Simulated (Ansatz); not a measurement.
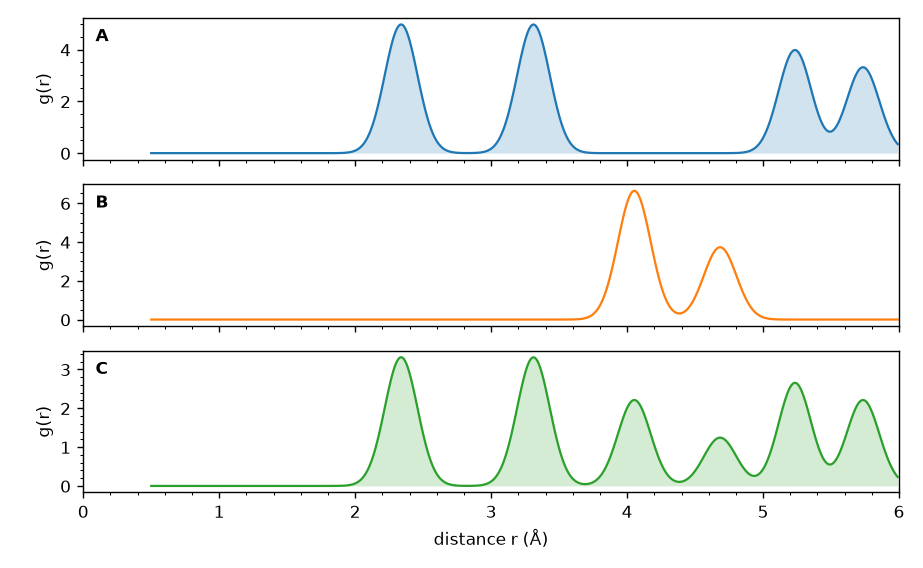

Element-resolved g(r), computed from the atomic positions of CdF3, each distance broadened by a Gaussian of σ = 0.12 Å. It is based on the end point of a relaxation with DFT PBE, scalar-relativistic, plane waves, PAW (Ansatz); the starting structure was generated, so it need not be a known form of this composition.

```xyz
8
Lattice="4.6906 0.0000 0.0000 0.0000 4.6906 0.0000 0.0000 0.0000 4.6906" Properties=species:S:1:pos:R:3 pbc="T T T"
Cd    0.0000    0.0000    0.0000
F     2.3453    0.0000    0.0000
F     0.0000    2.3453    0.0000
F     0.0000    0.0000    2.3453
Cd    2.3453    2.3453    2.3453
F     0.0000    2.3453    2.3453
F     2.3453    0.0000    2.3453
F     2.3453    2.3453    0.0000
```

Question: Which pair of elements belongs to which panel?

Answer: panel A is Cd–F (first distance 2.35 Å); panel B is Cd–Cd (first distance 4.06 Å); panel C is F–F (first distance 2.35 Å).

Question: Give the first two coordination shells of each pair (distances closer than 0.12 Å counted as one shell; neighbours averaged over all atoms of the first element).

Answer:
| pair | first shell (Å) | neighbours in it | second shell (Å) | neighbours in the second |
| --- | --- | --- | --- | --- |
| Cd–F | 2.35 | 6 F per Cd | 3.32 | 12 |
| Cd–Cd | 4.06 | 8 Cd per Cd | 4.69 | 6 |
| F–F | 2.35 | 4 F per F | 3.32 | 8 |
